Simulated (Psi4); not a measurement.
# HF/def2-SVP (core potential, sweep point 5) run of SnH2 (SMILES [H][Sn][H])

What is the vertical electron affinity of SnH2 at HF/def2-SVP (core potential, sweep point 5)? 

The calculation is run with Psi4 1.11.

4 further runs of the same task are left out: 4 set aside as unsound or not needed.

### Step 1. The molecule

SnH2 has 3 atoms, charge 0, and is taken as a singlet. SMILES: `[H][Sn][H]`. Geometry: a GFN2-xTB relaxation, a rough one for these elements and not checked as a minimum.

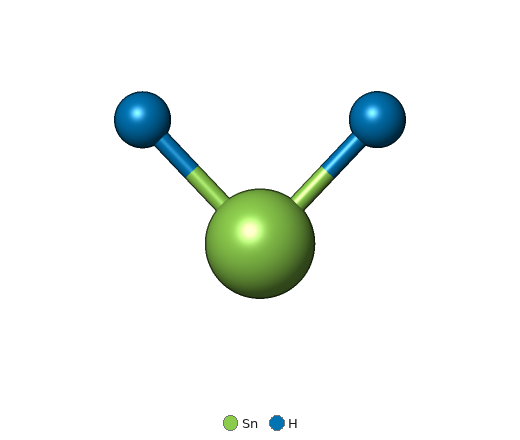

The structure, seen from a chosen angle (tin green, hydrogen blue).

### Step 2. The energy at HF/def2-SVP (core potential, sweep point 5)

File input.inp:

```
memory 1600 MB

molecule {
  Sn     0.005160    -0.008860    -0.870070
  H      1.236480    -0.017770     0.442810
  H     -1.241640     0.026630     0.427260
  symmetry c1
}

set {
  basis def2-SVP
  reference rhf
  puream true
  scf_type pk
  d_convergence 1e-06
  e_convergence 1e-06
}

energy("hf")
print_variables()
```

On the command line:

```bash
$ psi4 -i input.inp -o input.out -n 1
```

input.out:

```text
[...]
    !!!  WARNING: ECP capability is in beta. Please check occupations closely.  !!!
[...]
  Running in c1 symmetry.
[...]
  Nuclear repulsion =   13.150224996113385
[...]
  Multiplicity = 1
[...]
  Nalpha       = 12
  Nbeta        = 12
[...]
    Number of basis functions: 36
[...]
   @RHF iter   1:  -214.44938935319428   -1.78823e+00   4.64197e-03 DIIS/ADIIS
[...]
   @RHF iter   7:  -214.46663049371290   -6.63402e-09   2.04835e-07 DIIS
[...]
    Orbital Energies [Eh]
    ---------------------
    Doubly Occupied:
       1A     -5.862834     2A     -4.057382     3A     -4.047457
       4A     -4.043582     5A     -1.323510     6A     -1.319331
       7A     -1.315061     8A     -1.308984     9A     -1.303395
      10A     -0.610874    11A     -0.399584    12A     -0.322500
[...]
  @RHF Final Energy:  -214.46663049371290
   => Energetics <=
    Nuclear Repulsion Energy =             13.1502249961133852
    One-Electron Energy =                -403.4047204943423139
    Two-Electron Energy =                 175.7878650045160498
    Total Energy =                       -214.4666304937128984
[...]
 Multipole Moments:
 ------------------------------------------------------------------------------------
     Multipole            Electronic (a.u.)      Nuclear  (a.u.)        Total (a.u.)
 ------------------------------------------------------------------------------------
 L = 1.  Multiply by 2.5417464519 to convert [e a0] to [Debye]
 Dipole X            :         -0.0257794            0.0241694           -0.0016100
 Dipole Y            :         -4.2640101            3.9541868           -0.3098234
 Dipole Z            :          0.0000060            0.0000000            0.0000060
 Magnitude           :                                                    0.3098275
[...]
```

It took 1.4 s on 1 thread of Intel Xeon Gold 6455B (Sapphire Rapids), shared host; peak memory 0.19 GiB.

### Step 3. The doublet anion, same level

File job.in:

```
memory 1600 MB

molecule geom {
  -1 2
  Sn     0.005160    -0.008860    -0.870070
  H      1.236480    -0.017770     0.442810
  H     -1.241640     0.026630     0.427260
  symmetry c1
}

set basis def2-SVP
set reference uhf
set puream true
set scf_type pk
set d_convergence 1e-06
set e_convergence 1e-06
set maxiter 150

energy('scf')
print_variables()
```

On the command line:

```bash
$ psi4 -i job.in -o job.out -n 1
```

job.out:

```text
[...]
    !!!  WARNING: ECP capability is in beta. Please check occupations closely.  !!!
[...]
  Running in c1 symmetry.
[...]
  Nuclear repulsion =   13.150224996113385
[...]
  Multiplicity = 2
[...]
  Nalpha       = 13
  Nbeta        = 12
[...]
    Number of basis functions: 36
[...]
   @UHF iter   1:  -214.42997030026385   -1.76881e+00   7.21040e-03 DIIS/ADIIS
[...]
   @UHF iter   9:  -214.48683421881782   -1.45204e-07   9.89283e-07 DIIS
[...]
   @S^2 Observed:                7.641992000E-01
[...]
    Orbital Energies [Eh]
    ---------------------
    Alpha Occupied:
       1A     -5.605612     2A     -3.796595     3A     -3.792609
       4A     -3.788746     5A     -1.060252     6A     -1.058705
       7A     -1.057899     8A     -1.054599     9A     -1.052058
      10A     -0.399536    11A     -0.178602    12A     -0.106551
      13A     -0.037152
    Alpha Virtual:
      14A      0.306256    15A      0.360590    16A      0.474083
      17A      0.568707    18A      0.572610    19A      0.580399
      20A      0.705561    21A      0.708600    22A      0.721346
      23A      0.804004    24A      0.825009    25A      1.031856
[...]
  @UHF Final Energy:  -214.48683421881782
   => Energetics <=
    Nuclear Repulsion Energy =             13.1502249961133852
    One-Electron Energy =                -409.4128506795060503
    Two-Electron Energy =                 181.7757914645748656
    Total Energy =                       -214.4868342188178190
  UHF NO Occupations:
  HONO-2 :   11  A 1.9989680
  HONO-1 :   12  A 1.9942826
[...]
 Multipole Moments:
 ------------------------------------------------------------------------------------
     Multipole            Electronic (a.u.)      Nuclear  (a.u.)        Total (a.u.)
 ------------------------------------------------------------------------------------
 L = 1.  Multiply by 2.5417464519 to convert [e a0] to [Debye]
 Dipole X            :         -0.0267656            0.0241694           -0.0025962
 Dipole Y            :         -4.4369853            3.9541868           -0.4827985
 Dipole Z            :         -0.0000004            0.0000000           -0.0000004
 Magnitude           :                                                    0.4828055
[...]
```

Wall time 1.4 s (1 thread of Intel Xeon Gold 6455B (Sapphire Rapids), shared host); peak memory 0.19 GiB.

### Step 4. Results

At HF/def2-SVP (core potential, sweep point 5):

| quantity | value |
| --- | --- |
| singlet SnH2: total energy | -214.46663 Eh |
| singlet SnH2: dipole moment | 0.79 D |
| singlet SnH2: HOMO energy | -8.78 eV |
| singlet SnH2: LUMO energy | -0.12 eV |
| singlet SnH2: HOMO–LUMO gap | 8.66 eV |
| doublet anion: total energy | -214.48683 Eh |
| doublet anion: HOMO energy (highest over α and β) | -1.01 eV |
| doublet anion: LUMO energy (lowest over α and β) | 6.84 eV |
| doublet anion: ⟨S²⟩ | 0.764 |
| vertical electron affinity (to the doublet anion) | 0.550 eV |

**Reading.** At fixed nuclei the extra electron is bound by 0.55 eV (53.0 kJ/mol). The basis has no diffuse functions, so the error can be as large as this value.
